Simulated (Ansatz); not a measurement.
System: C$_{4}$H$_{5}$F$_{3}$O.

```yaml
atoms:
  - { symbol: F, position_ang: [-1.6100, -1.5279, 0.5244] }
  - { symbol: C, position_ang: [-0.4577, -0.8845, 0.8931] }
  - { symbol: C, position_ang: [0.5489, -0.8921, -0.2438] }
  - { symbol: C, position_ang: [0.2619, 0.4142, -0.9517] }
  - { symbol: F, position_ang: [-0.7806, 0.2729, -1.8415] }
  - { symbol: C, position_ang: [-0.1916, 1.2941, 0.2045] }
  - { symbol: F, position_ang: [0.9206, 1.8952, 0.7519] }
  - { symbol: O, position_ang: [-0.7622, 0.4561, 1.1439] }
  - { symbol: H, position_ang: [-0.1198, -1.3523, 1.8198] }
  - { symbol: H, position_ang: [1.5634, -0.8756, 0.1583] }
  - { symbol: H, position_ang: [0.4313, -1.7593, -0.8909] }
  - { symbol: H, position_ang: [1.1125, 0.8448, -1.4810] }
  - { symbol: H, position_ang: [-0.8964, 2.0794, -0.0719] }
```

Geometry: PBE0-D4/def2-TZVP.

Method: Ansatz, RKS PBE0-D4/def2-TZVPP.

Predict the electron density and electron localisation function between the atoms.

Answer. C–O (1.38 Å): the density is about 2.3 e/Å³ at the midpoint, with its minimum of 1.9 e/Å³ about 0.5 Å from C; the ELF peaks at about 0.90 between the atoms: a polar covalent bond.
C–C (1.52 Å): ρ at the midpoint is about 1.8 e/Å³; the ELF peaks at about 0.95 between the atoms; a covalent bond.

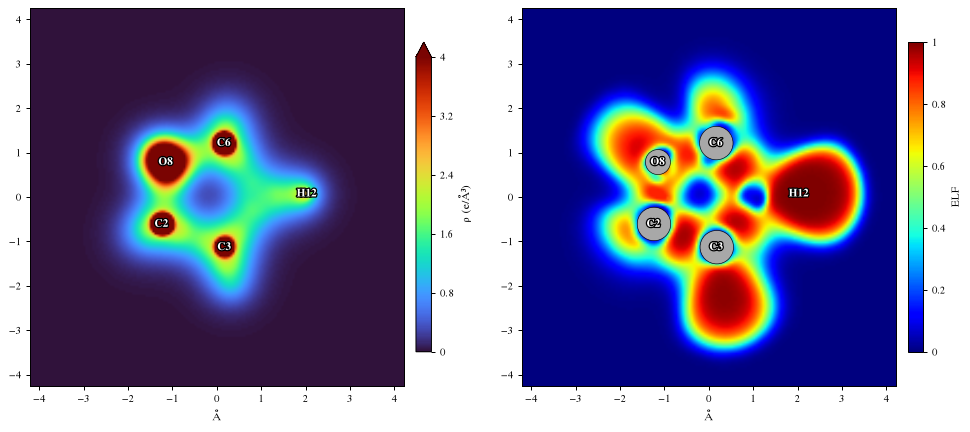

Computed electron density and electron localisation function on the plane of atoms C2, O8 and C6, in this order. Grey discs cover the atomic cores in the ELF map. 
